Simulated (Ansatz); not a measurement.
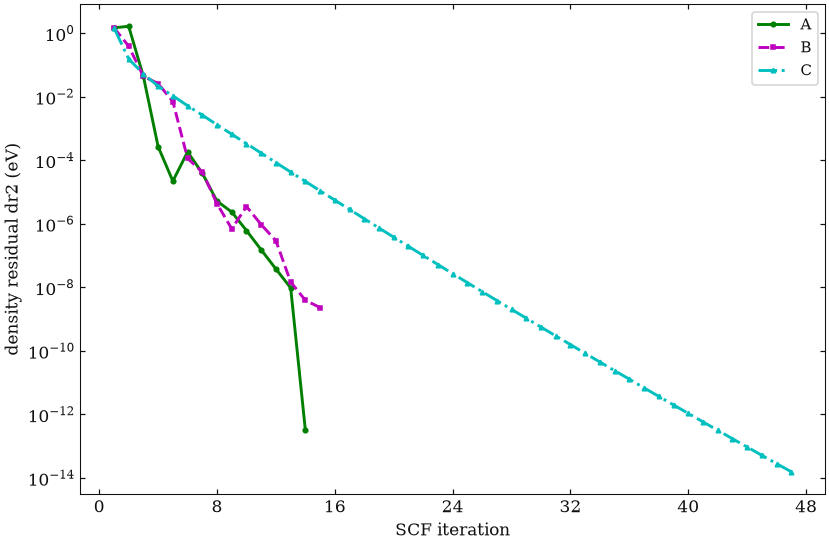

Convergence of one system under several settings.
TiN (Fm-3m, 2 atoms in the cell); DFT, r2SCAN, PAW, plane waves, scalar-relativistic in Ansatz 0.2.0; cutoff 500 eV, 9×9×9 k-mesh, Fermi–Dirac smearing of 0.03 eV, collinear spins.

A: Anderson, beta 1.0, backtracking line search
B: iteration limit 15
C: linear mixing, beta 0.3, no preconditioner

How did each run end?

Answer. Run A converged in 14 iterations. Run C converged in 47 iterations. Run B stopped unconverged after 15 (cut off while converging fast, held open by the on-site residual, which isn't drawn).

Which is quickest by iteration count?

Answer. Run A (Anderson, beta 1.0, backtracking line search), with 14 against 47 for the next.

The converged runs agree in energy within 1 meV per atom.
